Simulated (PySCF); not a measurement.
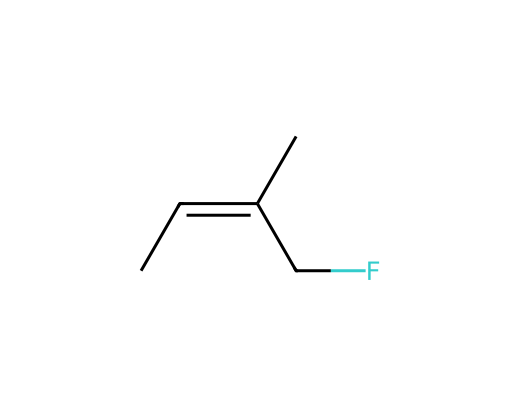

The drawing above gives the connectivity. The geometry was computed by an optimisation with GFN2-xTB. No frequency run is at hand to confirm it as a minimum.

Describe the 3D structure.

The molecule is C₅H₉F. As SMILES it reads `C/C=C(/C)CF`. It has no ring. Among its groups: alkene, C–F bond. The point group is C1. Coordination: 3 C tetrahedral; 2 C trigonal planar.

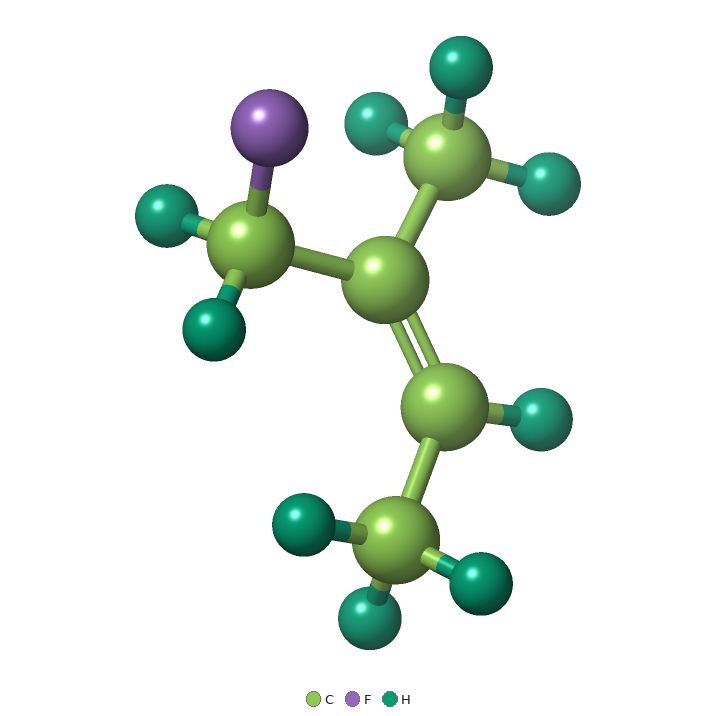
